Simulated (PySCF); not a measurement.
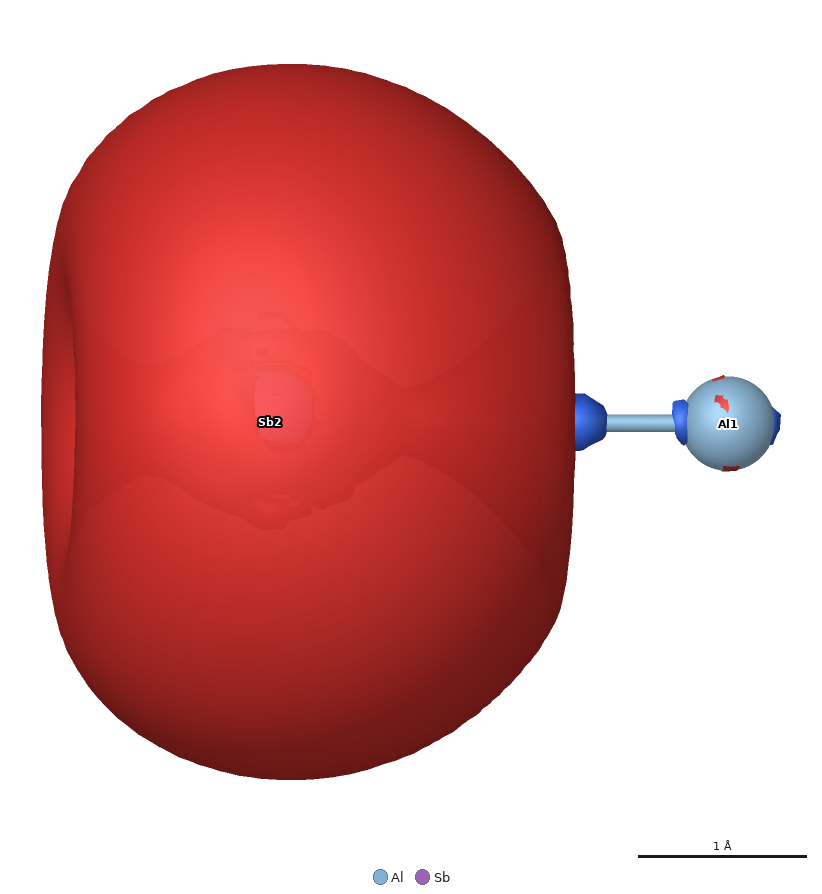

AlSb (triplet). Isosurfaces of the spin density at +0.015 (red) and −0.015 e/Å³ (blue), seen from one side.

Computed with PBE0/x2c-SVPall, spin-free X2C-1e, Gaussian nucleus, at a bond length of 2.752 Å (PySCF).

```tsv
atom	x (Å)	y (Å)	z (Å)
Al	0.0000	0.0000	-2.2499
Sb	0.0000	0.0000	0.5021
```

Where is the unpaired spin?

Answer. The unpaired spin (2 electrons) lies mostly on Sb2 (about 1.8) and Al1 (about 0.2), in electrons by Hirshfeld's partition.
